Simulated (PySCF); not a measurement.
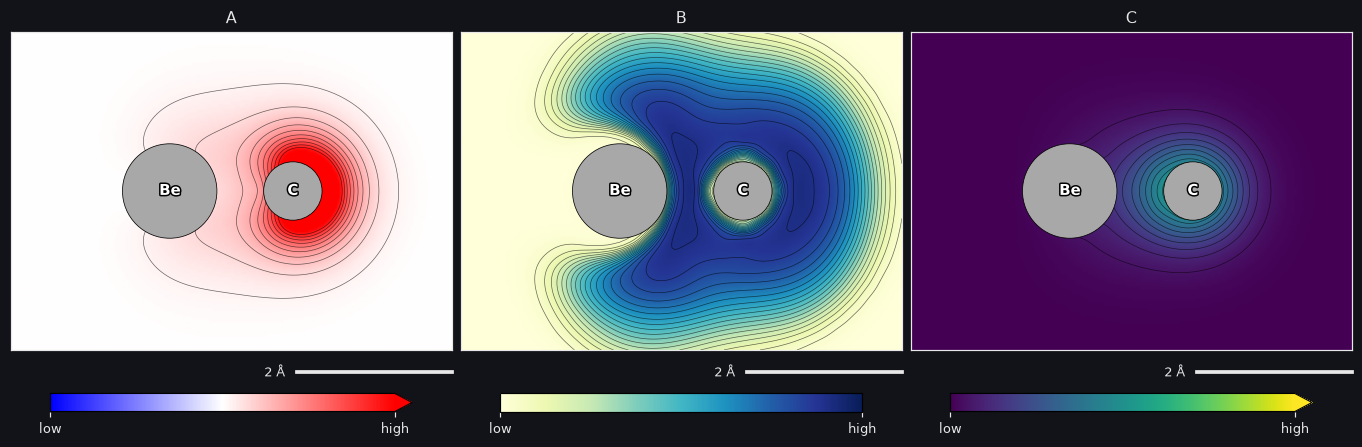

BeC (charge +1, quartet): 3 fields on a plane that holds the molecular axis, with unlabelled colour scales. Grey discs cover the atomic cores.

Level of theory: PBE0/jorge-DZP-DKH, spin-free X2C-1e, Gaussian nucleus, at a bond length of 1.590 Å (PySCF 2.14.0).

> The panels show electron density, electron localisation function and spin density in some order. Assign them.

Panel A: spin density (confined to the atoms that carry the unpaired spin). Panel B: electron localisation function. Panel C: electron density. From the grid: C–Be (1.59 Å): ρ is about 0.99 e/Å³ halfway; the ELF peaks at about 0.90 in the valence shell of C, 0.7 Å from its nucleus, and is about 0.90 at the midpoint.
